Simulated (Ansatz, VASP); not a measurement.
# MgNi3C: VASP beside Ansatz

One calculation is typed for both programs; each brings its own data sets and cutoff. How far apart do they land?

Program: Ansatz 0.2.0. Level of theory: plane waves, with VASP 6.6.1 beside it; single point at PBEsol, DFT+U. Results are calculated unless marked as measured.

## 1. Starting point

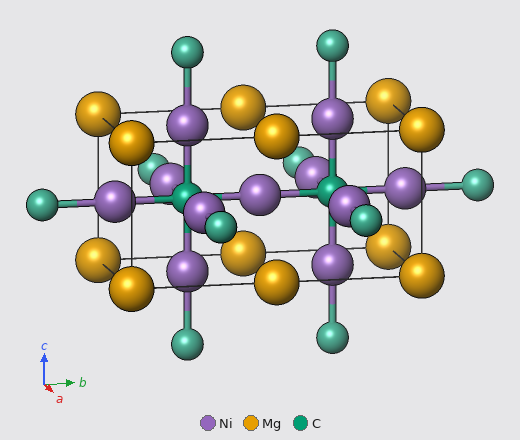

Start, viewed slightly off an axis; nickel purple, magnesium orange, carbon teal. Some periodic images of atoms are drawn too.

Coordinates:

```cif
data_structure
_symmetry_space_group_name_H-M 'P 1'
_symmetry_Int_Tables_number 1
_cell_length_a 3.8089
_cell_length_b 7.6178
_cell_length_c 3.8089
_cell_angle_alpha 90.000
_cell_angle_beta 90.000
_cell_angle_gamma 90.000
_cell_volume 110.52
loop_
_atom_site_label
_atom_site_type_symbol
_atom_site_fract_x
_atom_site_fract_y
_atom_site_fract_z
_atom_site_occupancy
Ni1 Ni 0.50000 0.25000 0.00000 1
Ni2 Ni 0.50000 0.75000 0.00000 1
Ni3 Ni 0.50000 0.00000 0.50000 1
Ni4 Ni 0.50000 0.50000 0.50000 1
Ni5 Ni 0.00000 0.25000 0.50000 1
Ni6 Ni 0.00000 0.75000 0.50000 1
Mg7 Mg 0.00000 0.00000 0.00000 1
Mg8 Mg 0.00000 0.50000 0.00000 1
C9 C 0.50000 0.25000 0.50000 1
C10 C 0.50000 0.75000 0.50000 1
```

## 2. VASP: single point, PBEsol, DFT+U

With cell and atoms fixed, the geometry can't cause a difference; cores, projectors, grids and the points listed under the comparison can.

Lines of VASP's logs that name or quote its potential files are left out, and so is its time.

INCAR reads:

```
SYSTEM = MgNi3C
PREC = Accurate
ENCUT = 480
EDIFF = 1E-06
NELM = 150
ISMEAR = 0
SIGMA = 0.05
LREAL = .FALSE.
ALGO = Normal
GGA = PS
NBANDS = 56
ISPIN = 2
MAGMOM = 1 -1 1 1 -1 1 0 0 0 0
LDAU = .TRUE.
LDAUTYPE = 2
LDAUL = 2 -1 -1
LDAUU = 2 0 0
LDAUJ = 0 0 0
LDAUPRINT = 1
LASPH = .TRUE.
LMAXMIX = 4
LORBIT = 11
LWAVE = .FALSE.
LCHARG = .FALSE.
KPAR = 2
AMIX = 0.2
BMIX = 1E-04
AMIX_MAG = 0.8
BMIX_MAG = 1E-04
```

POSCAR reads:

```
MgNi3C
1.0
    3.8089000000      0.0000000000      0.0000000000
    0.0000000000      7.6178000000      0.0000000000
    0.0000000000      0.0000000000      3.8089000000
Ni Mg C
6 2 2
Direct
    0.5000000000      0.2500000000      0.0000000000
    0.5000000000      0.7500000000      0.0000000000
    0.5000000000      0.0000000000      0.5000000000
    0.5000000000      0.5000000000      0.5000000000
    0.0000000000      0.2500000000      0.5000000000
    0.0000000000      0.7500000000      0.5000000000
    0.0000000000      0.0000000000      0.0000000000
    0.0000000000      0.5000000000      0.0000000000
    0.5000000000      0.2500000000      0.5000000000
    0.5000000000      0.7500000000      0.5000000000
```

KPOINTS reads:

```
Automatic mesh
0
Gamma
5 3 5
0 0 0
```

PAW data sets: Ni, Mg and C (PBE family, release 64).

On the command line:

```
$ mpirun -np 2 vasp_std
```

Numbers of over 12 decimals in the logs are rounded to 6 here.

The program printed:

```text
[banner, memory and clock lines left out]
running    2 mpi-ranks, on    1 nodes
 distrk:  each k-point on    1 cores,    2 groups
 distr:  one band on    1 cores,    1 groups

 POSCAR found type information on POSCAR NiMgC
 POSCAR found :  3 types and      10 ions
|                                                                             |
|               ----> ADVICE to this user running VASP <----                  |
|                                                                             |
|     You enforced a specific xc type in the INCAR file but a different       |
|     [... a line on the potential file left out ...]
|     I HOPE YOU KNOW WHAT YOU ARE DOING!                                     |
|                                                                             |

 LDA part: xc-table for (Slater+PW92), standard interpolation
 POSCAR, INCAR and KPOINTS ok, starting setup
 FFT: planning ... GRIDC
 FFT: planning ... GRID_SOFT
 FFT: planning ... GRID
 WAVECAR not read
 entering main loop
       N       E                     dE             d eps       ncg     rms          rms(c)
DAV:   1     0.545741639635E+03    0.54574E+03   -0.28946E+04  2728   0.154E+03
DAV:   2     0.624665974826E+01   -0.53949E+03   -0.49994E+03  2688   0.343E+02
DAV:   3    -0.602603919001E+02   -0.66507E+02   -0.62063E+02  3008   0.139E+02
DAV:   4    -0.632797478600E+02   -0.30194E+01   -0.29875E+01  3000   0.295E+01
DAV:   5    -0.633387338526E+02   -0.58986E-01   -0.58970E-01  2992   0.382E+00    0.337E+01
DAV:   6    -0.539007726948E+02    0.94380E+01   -0.22934E+01  3344   0.611E+01    0.149E+01
DAV:   7    -0.540088236847E+02   -0.10805E+00   -0.47484E+00  3520   0.265E+01    0.116E+01
DAV:   8    -0.541574269734E+02   -0.14860E+00   -0.28375E+00  3168   0.301E+01    0.110E+01
DAV:   9    -0.537894196291E+02    0.36801E+00   -0.93896E-01  3352   0.204E+01    0.462E+00
DAV:  10    -0.537836451436E+02    0.57745E-02   -0.45591E-01  3736   0.808E+00    0.292E+00
DAV:  11    -0.537488007685E+02    0.34844E-01   -0.25448E-01  3336   0.888E+00    0.135E+00
DAV:  12    -0.537480280782E+02    0.77269E-03   -0.38468E-02  3552   0.204E+00    0.523E-01
DAV:  13    -0.537496582953E+02   -0.16302E-02   -0.44943E-03  3600   0.772E-01    0.295E-01
DAV:  14    -0.537502232979E+02   -0.56500E-03   -0.25210E-03  4024   0.570E-01    0.148E-01
[...]
DAV:  18    -0.537509489160E+02   -0.12531E-03   -0.68047E-04  4240   0.327E-01    0.525E-02
DAV:  19    -0.537510187120E+02   -0.69796E-04   -0.34075E-04  4040   0.158E-01    0.411E-02
DAV:  20    -0.537510694785E+02   -0.50767E-04   -0.16523E-04  4520   0.142E-01    0.373E-02
DAV:  21    -0.537511253885E+02   -0.55910E-04   -0.69629E-04  4072   0.336E-01    0.179E-02
DAV:  22    -0.537511550054E+02   -0.29617E-04   -0.21383E-04  4016   0.119E-01    0.127E-02
DAV:  23    -0.537511618711E+02   -0.68658E-05   -0.97886E-05  4376   0.116E-01    0.922E-03
DAV:  24    -0.537511674685E+02   -0.55973E-05   -0.26864E-05  2952   0.347E-02    0.364E-03
DAV:  25    -0.537511672165E+02    0.25201E-06   -0.71606E-06  1696   0.332E-02
   1 F= -.53751167E+02 E0= -.53743662E+02  d E =-.150112E-01  mag=     0.8516
```

OUTCAR, selected parts (step 2):

```text
ion  position               nearest neighbor table
   1  0.500  0.250  0.000-   9 1.90   9 1.90   5 2.69   7 2.69   8 2.69   3 2.69   3 2.69   4 2.69
                             5 2.69   4 2.69   5 2.69   7 2.69   8 2.69   5 2.69
   2  0.500  0.750  0.000-  10 1.90  10 1.90   6 2.69   7 2.69   8 2.69   3 2.69   3 2.69   4 2.69
                             6 2.69   4 2.69   6 2.69   7 2.69   8 2.69   6 2.69
   3  0.500  0.000  0.500-   9 1.90  10 1.90   5 2.69   6 2.69   7 2.69   1 2.69   2 2.69   1 2.69
                             2 2.69   7 2.69   5 2.69   6 2.69   7 2.69   7 2.69
   4  0.500  0.500  0.500-   9 1.90  10 1.90   5 2.69   6 2.69   8 2.69   1 2.69   2 2.69   1 2.69
                             2 2.69   8 2.69   5 2.69   6 2.69   8 2.69   8 2.69
   5  0.000  0.250  0.500-   9 1.90   9 1.90   4 2.69   7 2.69   8 2.69   1 2.69   1 2.69   7 2.69
                             8 2.69   1 2.69   3 2.69   4 2.69   3 2.69   1 2.69
   6  0.000  0.750  0.500-  10 1.90  10 1.90   4 2.69   7 2.69   8 2.69   2 2.69   2 2.69   7 2.69
                             8 2.69   2 2.69   3 2.69   4 2.69   3 2.69   2 2.69
   7  0.000  0.000  0.000-   1 2.69   2 2.69   3 2.69   5 2.69   6 2.69   3 2.69   5 2.69   6 2.69
                             1 2.69   2 2.69   3 2.69   3 2.69
   8  0.000  0.500  0.000-   1 2.69   2 2.69   4 2.69   5 2.69   6 2.69   4 2.69   5 2.69   6 2.69
                             1 2.69   2 2.69   4 2.69   4 2.69
   9  0.500  0.250  0.500-   1 1.90   3 1.90   4 1.90   5 1.90   1 1.90   5 1.90
  10  0.500  0.750  0.500-   2 1.90   3 1.90   4 1.90   6 1.90   2 1.90   6 1.90

  LATTYP: Found a simple tetragonal cell.
 ALAT       =     3.8089000000
 C/A-ratio  =     2.0000000000

 Subroutine GETGRP returns: Found 16 space group operations
 (whereof 16 operations were pure point group operations)

The static configuration has the point symmetry D_4h.

 Found     12 irreducible k-points:

   k-points           NKPTS =     12   k-points in BZ     NKDIM =     12   number of bands    NBANDS=     56

   dimension x,y,z NGX =    28 NGY =   54 NGZ =   28
   dimension x,y,z NGXF=    56 NGYF=  108 NGZF=   56

   ENCUT  =  480.0 eV  35.28 Ry    5.94 a.u.   6.80 13.61  6.80*2*pi/ulx,y,z

   NELECT =      72.0000    total number of electrons

 k-points in reciprocal lattice and weights: Automatic mesh
   0.00000000  0.00000000  0.00000000       0.013
   0.20000000  0.00000000  0.00000000       0.053
   0.40000000  0.00000000  0.00000000       0.053
   0.00000000  0.33333333  0.00000000       0.027
   0.20000000  0.33333333  0.00000000       0.107
   0.40000000  0.33333333  0.00000000       0.107
   0.20000000  0.00000000  0.20000000       0.053
   0.40000000  0.00000000  0.20000000       0.107
   0.20000000  0.33333333  0.20000000       0.107
   0.40000000  0.33333333  0.20000000       0.213
   0.40000000  0.00000000  0.40000000       0.053
   0.40000000  0.33333333  0.40000000       0.107

atom =   1  type =  1  l = 2

 onsite density matrix

spin component  1

  0.9024 -0.0000  0.0000  0.0000  0.0000
 -0.0000  0.8667  0.0000  0.0000 -0.0000
  0.0000  0.0000  0.8216 -0.0000  0.0003
  0.0000  0.0000 -0.0000  0.8677  0.0000
  0.0000 -0.0000  0.0003  0.0000  0.9013

spin component  2

  0.9015 -0.0000  0.0000  0.0000  0.0000
 -0.0000  0.8036 -0.0000  0.0000 -0.0000
  0.0000 -0.0000  0.8157 -0.0000  0.0007
  0.0000  0.0000 -0.0000  0.8127  0.0000
  0.0000 -0.0000  0.0007  0.0000  0.8843

 occupancies and eigenvectors

  o =  0.8036  v =  0.0000  0.0000  0.0000  0.0000  0.0000  0.0000 -1.0000  0.0000 -0.0000  0.0000      0.0000  0.0000  0.0000  0.0000  0.0000  0.0000  0.0000  0.0000  0.0000  0.0000
  o =  0.8127  v =  0.0000  0.0000  0.0000  0.0000  0.0000  0.0000 -0.0000  0.0000  1.0000  0.0000      0.0000  0.0000  0.0000  0.0000  0.0000  0.0000  0.0000  0.0000  0.0000  0.0000
  o =  0.8157  v =  0.0000  0.0000  0.0000  0.0000  0.0000  0.0000 -0.0000 -0.9999  0.0000  0.0108      0.0000  0.0000  0.0000  0.0000  0.0000  0.0000  0.0000  0.0000  0.0000  0.0000
  o =  0.8216  v =  0.0000 -0.0000 -1.0000  0.0000  0.0035  0.0000  0.0000  0.0000  0.0000  0.0000      0.0000  0.0000  0.0000  0.0000  0.0000  0.0000  0.0000  0.0000  0.0000  0.0000
  o =  0.8667  v =  0.0000 -1.0000  0.0000  0.0000  0.0000  0.0000  0.0000  0.0000  0.0000  0.0000      0.0000  0.0000  0.0000  0.0000  0.0000  0.0000  0.0000  0.0000  0.0000  0.0000
  o =  0.8677  v =  0.0000 -0.0000 -0.0000 -1.0000 -0.0000  0.0000  0.0000  0.0000  0.0000  0.0000      0.0000  0.0000  0.0000  0.0000  0.0000  0.0000  0.0000  0.0000  0.0000  0.0000
  o =  0.8843  v =  0.0000  0.0000  0.0000  0.0000  0.0000  0.0000  0.0000  0.0108 -0.0000  0.9999      0.0000  0.0000  0.0000  0.0000  0.0000  0.0000  0.0000  0.0000  0.0000  0.0000
  o =  0.9013  v =  0.0000 -0.0000  0.0035 -0.0000  1.0000  0.0000  0.0000  0.0000  0.0000  0.0000      0.0000  0.0000  0.0000  0.0000  0.0000  0.0000  0.0000  0.0000  0.0000  0.0000
[...]
o =  0.8677  v =  0.0000 -0.0000  0.0000 -1.0000 -0.0000  0.0000  0.0000  0.0000  0.0000  0.0000      0.0000  0.0000  0.0000  0.0000  0.0000  0.0000  0.0000  0.0000  0.0000  0.0000
  o =  0.8843  v =  0.0000  0.0000  0.0000  0.0000  0.0000  0.0000 -0.0000  0.8606 -0.0000  0.5093      0.0000  0.0000  0.0000  0.0000  0.0000  0.0000  0.0000  0.0000  0.0000  0.0000
  o =  0.9013  v =  0.0000 -0.0000  0.8643 -0.0000  0.5030  0.0000  0.0000  0.0000  0.0000  0.0000      0.0000  0.0000  0.0000  0.0000  0.0000  0.0000  0.0000  0.0000  0.0000  0.0000
  o =  0.9015  v =  0.0000  0.0000  0.0000  0.0000  0.0000  0.0000 -1.0000 -0.0000 -0.0000 -0.0000      0.0000  0.0000  0.0000  0.0000  0.0000  0.0000  0.0000  0.0000  0.0000  0.0000
  o =  0.9024  v =  0.0000  1.0000  0.0000 -0.0000  0.0000  0.0000  0.0000  0.0000  0.0000  0.0000      0.0000  0.0000  0.0000  0.0000  0.0000  0.0000  0.0000  0.0000  0.0000  0.0000

 average (electrostatic) potential at core
       1 -83.2307       2 -83.2307       3 -83.2070       4 -83.2070       5 -83.2307
       6 -83.2307       7 -33.1461       8 -33.1461       9 -48.1011      10 -48.1011

 E-fermi :   7.3325

 spin component 1
 k-point     1 :       0.0000    0.0000    0.0000
  band No.  band energies     occupation
    ...
     32       6.3335      1.00000
     33       6.3343      1.00000
     34       6.3712      1.00000
     35       6.3712      1.00000
     36       6.5965      1.00000
     37       7.4646      0.00009
     38       7.4646      0.00009
     39      10.5422      0.00000
     40      10.7188      0.00000
     41      11.4943      0.00000
    ...

 k-point     2 :       0.2000    0.0000    0.0000
  band No.  band energies     occupation
    ...
     33       6.3713      1.00000
     34       6.4678      1.00000
     35       6.6796      1.00000
     36       6.6912      1.00000
     37       7.2903      0.88348
     38       7.8747      0.00000
     39       9.8418      0.00000
     40      10.7865      0.00000
     41      11.4325      0.00000
     42      11.5033      0.00000
    ...

 k-point     3 :       0.4000    0.0000    0.0000
  band No.  band energies     occupation
    ...
     33       6.3716      1.00000
     34       6.4147      1.00000
     35       7.1130      1.00000
     36       7.2836      0.91665
     37       7.2965      0.84541
     38       7.6941      0.00000
     39       8.4708      0.00000
     40      10.7599      0.00000
     41      11.4430      0.00000
     42      12.1072      0.00000
    ...

 k-point     4 :       0.0000    0.3333    0.0000
  band No.  band energies     occupation
    ...
     34       6.5043      1.00000
     35       6.6251      1.00000
     36       6.6251      1.00000
     37       7.1735      1.00000
     38       7.1735      1.00000
     39      10.7402      0.00000
     40      10.7952      0.00000
     41      11.4196      0.00000
     42      11.6105      0.00000
     43      12.5634      0.00000
    ...

 k-point     5 :       0.2000    0.3333    0.0000
  band No.  band energies     occupation
    ...
     33       6.2210      1.00000
     34       6.3716      1.00000
     35       6.8905      1.00000
     36       7.0347      1.00000
     37       7.1255      1.00000
     38       7.5934      0.00000
     39      10.1935      0.00000
     40      10.8871      0.00000
     41      11.3110      0.00000
     42      11.3800      0.00000
    ...

 k-point     6 :       0.4000    0.3333    0.0000
  band No.  band energies     occupation
    ...
     32       6.1298      1.00000
     33       6.1438      1.00000
     34       6.1611      1.00000
     35       7.0788      1.00000
     36       7.2005      0.99991
     37       7.6302      0.00000
     38       8.1925      0.00000
     39       8.6013      0.00000
     40      10.3569      0.00000
     41      11.2709      0.00000
    ...

  Total       -5.8700342     -5.8813448     -5.8700342      0.0000000      0.0000000      0.0000000
  in kB      -85.0986179    -85.2625891    -85.0986179      0.0000000      0.0000000      0.0000000
  external PRESSURE =     -85.1532750 kB  Pullay stress =       0.0000000 kB

  energy-cutoff  :      480.00
  volume of cell :      110.52
      direct lattice vectors                 reciprocal lattice vectors
     3.808900000  0.000000000  0.000000000     0.262542991  0.000000000  0.000000000
     0.000000000  7.617800000  0.000000000     0.000000000  0.131271496  0.000000000
     0.000000000  0.000000000  3.808900000     0.000000000  0.000000000  0.262542991

 POSITION                                       TOTAL-FORCE (eV/Angst)
 -----------------------------------------------------------------------------------
      1.90445      1.90445      0.00000         0.000000      0.000000     -0.000000
      1.90445      5.71335      0.00000         0.000000      0.000000     -0.000000
      1.90445      0.00000      1.90445         0.000000      0.000000      0.000000
      1.90445      3.80890      1.90445         0.000000      0.000000      0.000000
      0.00000      1.90445      1.90445         0.000000     -0.000000     -0.000000
      0.00000      5.71335      1.90445         0.000000      0.000000      0.000000
      0.00000      0.00000      0.00000        -0.000000      0.000000     -0.000000
      0.00000      3.80890      0.00000         0.000000      0.000000     -0.000000
      1.90445      1.90445      1.90445         0.000000      0.000000      0.000000
      1.90445      5.71335      1.90445         0.000000     -0.000000      0.000000
 -----------------------------------------------------------------------------------
    total drift:                                0.000000      0.000000      0.000000

  FREE ENERGIE OF THE ION-ELECTRON SYSTEM (eV)
  ---------------------------------------------------
  free  energy   TOTEN  =       -53.7511672165 eV

  energy  without entropy=      -53.7361559823  energy(sigma->0) =      -53.74366160

 total charge
# of ion       s       p       d       tot
------------------------------------------
    1        0.464   0.558   8.545   9.568
    2        0.464   0.558   8.545   9.568
    3        0.460   0.558   8.551   9.569
    4        0.460   0.558   8.551   9.569
    5        0.464   0.558   8.545   9.568
    6        0.464   0.558   8.545   9.568
    7        0.188   0.164   0.034   0.386
    8        0.188   0.164   0.034   0.386
    9        0.871   1.494   0.000   2.365
   10        0.871   1.494   0.000   2.365
--------------------------------------------------
tot          4.896   6.665  51.350  62.910

 magnetization (x)
# of ion       s       p       d       tot
------------------------------------------
    1        0.004   0.004   0.142   0.150
    2        0.004   0.004   0.142   0.150
    3        0.004   0.009   0.079   0.093
    4        0.004   0.009   0.079   0.093
    5        0.004   0.004   0.142   0.150
    6        0.004   0.004   0.142   0.150
    7       -0.002   0.001  -0.000  -0.001
    8       -0.002   0.001  -0.000  -0.001
    9        0.002   0.030   0.000   0.032
   10        0.002   0.030   0.000   0.032
--------------------------------------------------
tot          0.025   0.096   0.725   0.846

[... 6 further parts left out ...]
```

The run ends at a pressure of -8.52 GPa.

(Continued in part 2 of 2.)

[Lines on the potential files, build, host, timing and source positions are cut from VASP's logs without a mark.]

[Logs are printed without paths, hosts, clocks, repeated set-up lines and the standing remarks that a program may print on its own settings, such as how far it seeks lower states.]

[Hosts, paths, dates, database ids (printed as entryN), source tags and the programs' standing remarks are cut or masked in the printed files.]
